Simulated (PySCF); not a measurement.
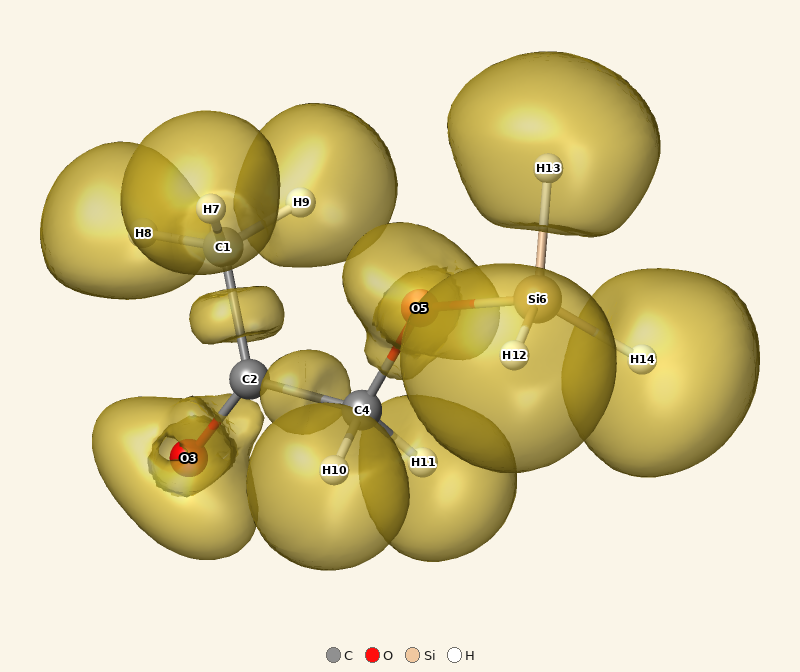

*C$_{3}$H$_{8}$O$_{2}$Si (SMILES CC(=O)CO[SiH3]). Isosurface of the electron localisation function at 0.75 (yellow), seen at a tilt. Core shells and regions of very low density are left out.*

Geometry: GFN2-xTB.

These are results of PBE0/pcSseg-1, SCF density, gas phase, non-relativistic (PySCF 2.14.0), not measurements.

The calculation's input:

```
{"job": {"kind": "nmr", "xc": "PBE0", "basis": "pcSseg-1"}, "charge": 0, "multiplicity": 1}
C     -2.030169     0.131004     0.355633
C     -1.362181    -0.363434    -0.890686
O     -1.950600    -0.770735    -1.859468
C      0.162042    -0.320728    -0.868124
O      0.665372     0.168822     0.330779
Si     2.209607     0.319727     0.810545
H     -1.701428    -0.473082     1.198893
H     -3.110395     0.081657     0.253009
H     -1.712235     1.153596     0.547428
H      0.529431    -1.337015    -1.062790
H      0.491137     0.303946    -1.709555
H      2.868611    -0.987577     0.875748
H      1.970259     0.926252     2.108517
H      2.969871     1.167094    -0.112095
```

Run with:

```sh
OMP_NUM_THREADS=1 python probes_run.py task.json out
```

### Identify the bonds, lone pairs and shells in this picture.

At this value the surface marks out two regions between bonded C–C atoms (shared pairs), eight regions around hydrogen nuclei and two regions on O in which the atom's valence shell and bonds are merged. Profiles from the grid: C–O (1.20 Å): the ELF peaks at about 0.85 between the atoms: a multiple bond. C–C (1.50 Å): the ELF peaks at about 0.95 between the atoms (localised, covalent bonding).
